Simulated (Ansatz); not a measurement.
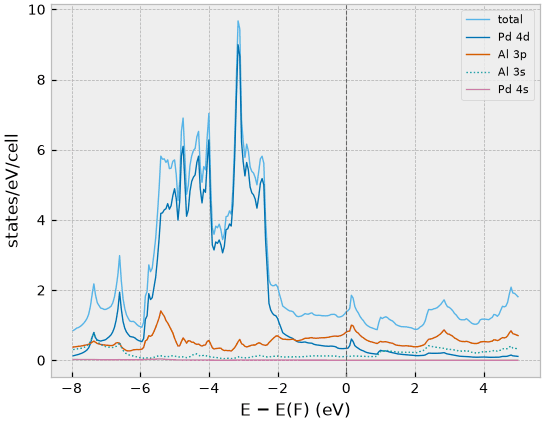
*Total and projected density of states of AlPd in space group Cmcm (No. 63; Al on 4c, Pd on 4c), r²SCAN (plane waves, PAW; program Ansatz)*

### Question
Which orbitals carry the states next to the Fermi level?

### Answer
Within 0.5 eV of the Fermi level: Al 3p 56 %, Pd 4d 28 %, Al 3s 9 %, outside the projected shells 7 %. Projections are on Löwdin-orthogonalised atomic valence shells; empty p or d shells of many metals are not among them.

### Question
Where is the tallest occupied peak in this window, and what makes it?

### Answer
Near -3.1 eV, about 9.7 states/eV per cell; the largest projected share is Pd 4d.

The start of the workflow was typed in or built on a structure type; neither database checked (COD, Materials Project) lists it. Whether it is the stable phase at ambient conditions was not checked. The r²SCAN relaxation kept the symmetry of its start; its stability against distortions is not shown here. No spin polarisation was allowed. Spin–orbit coupling is left out wherever it is not named.

Potentials: the later of the program's two PAW sets.
